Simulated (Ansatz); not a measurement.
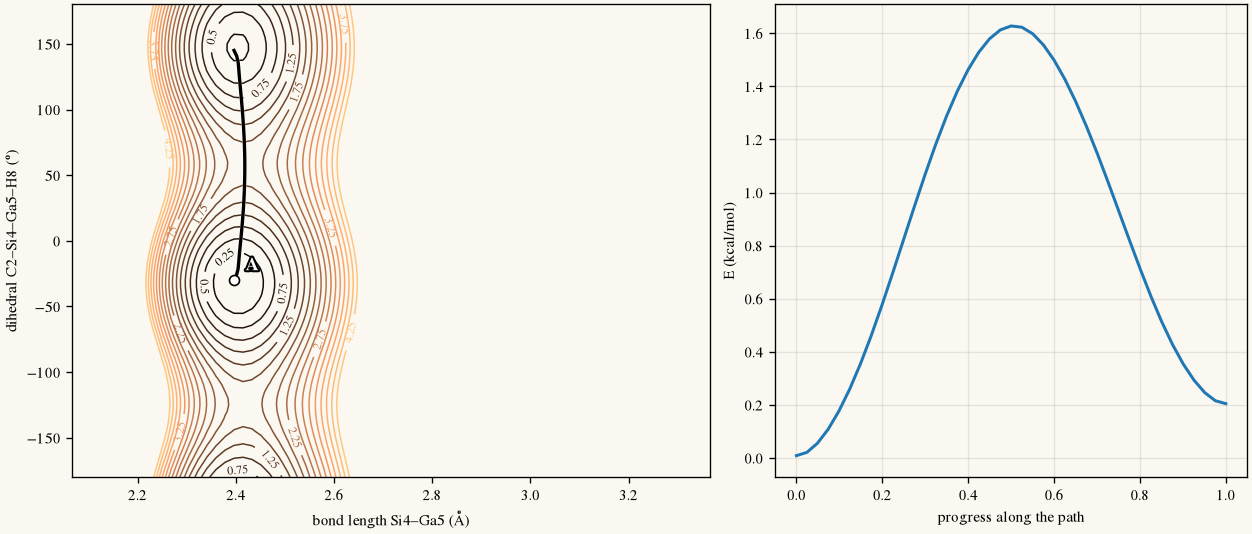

C2H4ClGaSi, SMILES ClC1=C[SiH]1[GaH2]. First axis: bond length Si4–Ga5. Second axis: dihedral C2–Si4–Ga5–H8. Nothing is relaxed (all other coordinates rigid). The grid has 13 × 12 points. Points are written as (first, second). Energies: kcal/mol, counted from the relaxed molecule at the same level. The calculation used RKS PBE-D4/def2-TZVP (Ansatz 0.2.0).

In the figure: contour lines labelled in kcal/mol (none above 4.25), a line along the lowest path, the energy along the path at the right, the start A. Between grid points the surface is interpolated.

Describe the path and its barrier.

The easiest path leads from the well at (2.392 Å, −30°) to the well at (2.392 Å, 150°), about 0.2 kcal/mol higher (on a rigid scan; wells that are mirror images or exchange like atoms can differ by this much). Its highest point lies about 1.6 kcal/mol above the bottom of the first well on the interpolated surface, at about (2.42 Å, 55°). Seen from the upper well the barrier is about 1.4 kcal/mol. The start is the relaxed structure and all else is held, so a fully relaxed path at this level can only be lower.
